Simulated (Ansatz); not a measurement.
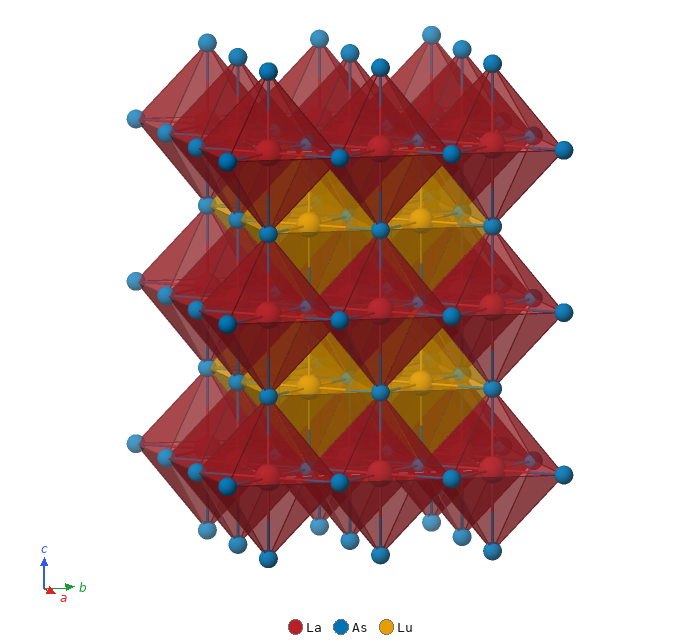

Polyhedra are drawn about La and Lu (bonds: As–La below 3.4 Å and As–Lu below 3.4 Å); other atoms are plain spheres.

LaLuAs₂ (space group P4/mmm, No. 123): the input geometry of an electronic-structure calculation (not necessarily at equilibrium); the starting structure was generated, so it need not be a known form of this composition.

Sharing among the drawn polyhedra:

| site | polyhedron | corner-sharing neighbours | edge-sharing | face-sharing | bond (Å) |
| --- | --- | --- | --- | --- | --- |
| La | LaAs6 octahedron | 6 | 12 | 0 | 2.98–2.99 |
| Lu | LuAs6 octahedron | 6 | 12 | 0 | 2.98–2.99 |

They form a three-dimensional framework of corner- and edge-sharing octahedra.
